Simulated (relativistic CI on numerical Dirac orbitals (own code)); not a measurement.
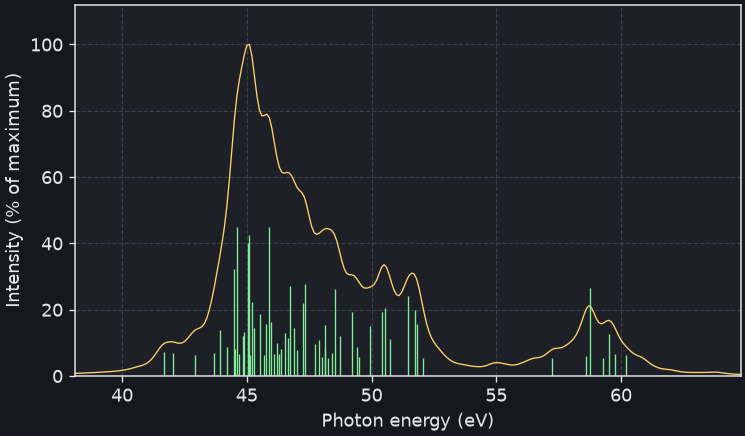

O₂,₃ X-ray absorption of Re IV (Re³⁺), [Xe] 4f¹⁴ 5d⁴, in a field of Oh symmetry with 10Dq = 12,050 cm⁻¹. Sticks are the strongest transitions, on a scale of their own. Multiplet model: relativistic Dirac–Coulomb–Breit theory, one configuration a step, Slater integrals scaled by 0.8, 10 K, Voigt broadening (Lorentzian 0.6 eV, Gaussian 0.3 eV full widths), computed with a radial Dirac CI code.

Question: Describe the spectrum.

Answer: The main maxima lie at 45.1 eV (100), 48.2 eV (44), 50.5 eV (34), 51.6 eV (31), 58.7 eV (21) and 59.5 eV (17), heights in % of the largest; the centroid is at 48.3 eV. The ground state has S = 1.50.

Caveat: free-ion energies, so absolute edge positions are off by a few eV from solids; core and valence shell share one n, so the strongest features autoionise and are far broader and can lie several eV off in experiment.
